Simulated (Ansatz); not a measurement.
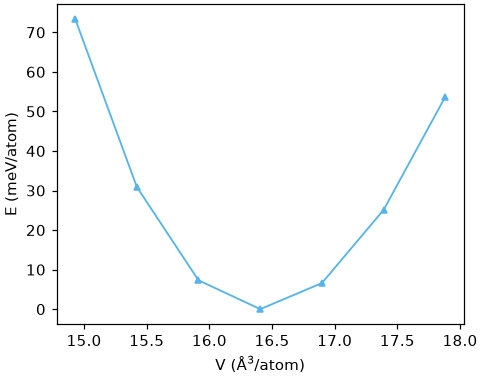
*Zr2AlN in space group P6_3/mmc (No. 194; Zr on 4f, Al on 2d, N on 2a) under volume change, r²SCAN (plane waves, PAW; program Ansatz), shape and atoms relaxed at each volume.*

Q: What does a third-order Birch–Murnaghan fit give for V₀, B₀ and B′?

A: V₀ = 16.41 Å³/atom, B₀ = 150 GPa, B′ = 4.2.

The workflow started from a Materials Project entry (that database holds measured and hypothetical structures alike); the Crystallography Open Database copy checked does not list it. Whether it is the stable phase at ambient conditions was not checked. The r²SCAN relaxation kept the symmetry of its start; its stability against distortions is not shown here. The run is not spin-polarised.

Potentials: the later of the program's two PAW sets.
